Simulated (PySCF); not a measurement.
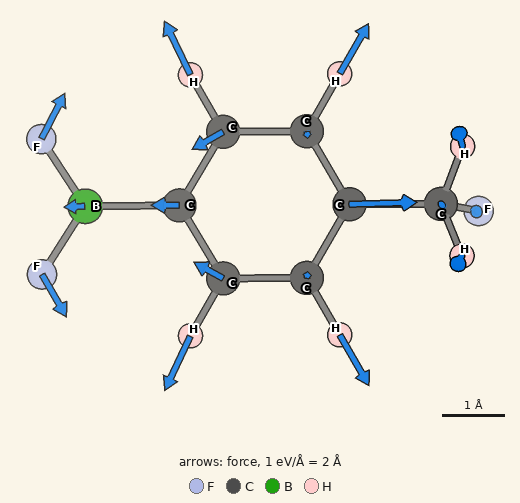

Starting geometry of C$_{7}$H$_{6}$BF$_{3}$ with the computed forces as blue arrows. Style: ball-and-stick. Shown face on.

The start comes from GFN2-xTB.

Method: PBE0-D3(BJ)/def2-SVP geometry optimisation, gas phase (PySCF 2.14.0, density-fitted response routines). 

What follows when this structure is relaxed?

It isn't relaxed: the largest force vector, on a C atom, is 0.65 eV/Å. The final displacements follow the starting forces only in part (cosine between the two patterns 0.70). An F atom moves most after the best rigid fit: 0.044 Å. Largest moves by element: F 0.044 Å, H 0.027 Å, C 0.017 Å, B 0.004 Å. Near-neighbour distances that change, for instance: C–H 1.080 → 1.093 Å, C–C 1.381 → 1.390 Å, C–H 1.095 → 1.103 Å, B–C 1.554 → 1.548 Å. Bond angles that change, for instance: F–B–F 114.0° → 116.9°. The energy falls by 0.052 eV in 9 geometry steps. The run took roughly 7 core-minutes on a shared host.
